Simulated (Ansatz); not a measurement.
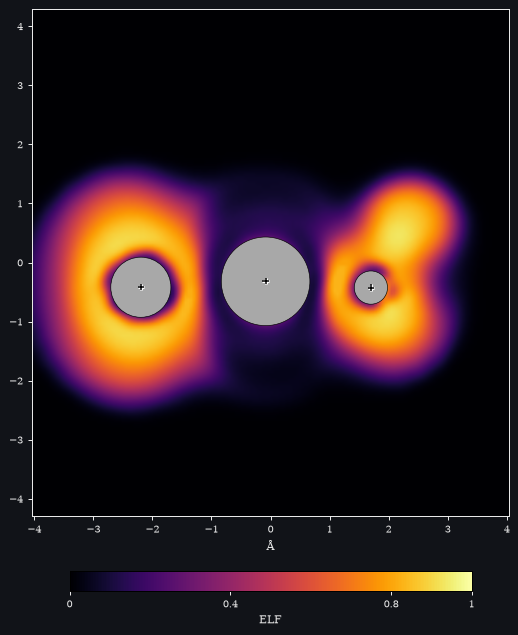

The electron localisation function on a plane through atoms (crosses mark nuclei in the plane; grey discs cover the cores).

Method: RKS B3LYP/def2-SVP (Ansatz 0.2.0).

Candidates:
A. ClHOZn···PH₃
B. GeH₄O₂···H₂O

**Which system is this?**

Candidate A: ClHOZn···PH₃ on the plane of atoms Cl2, Zn1 and O3, which holds Zn, Cl and O. Zn–O (1.79 Å): the ELF peaks at about 0.85 in the valence shell of O, 0.6 Å from its nucleus, and is about 0.15 at the midpoint. Zn–Cl (2.11 Å): the ELF peaks at about 0.80 in the valence shell of Cl, 0.8 Å from its nucleus, and is about 0.45 at the midpoint.
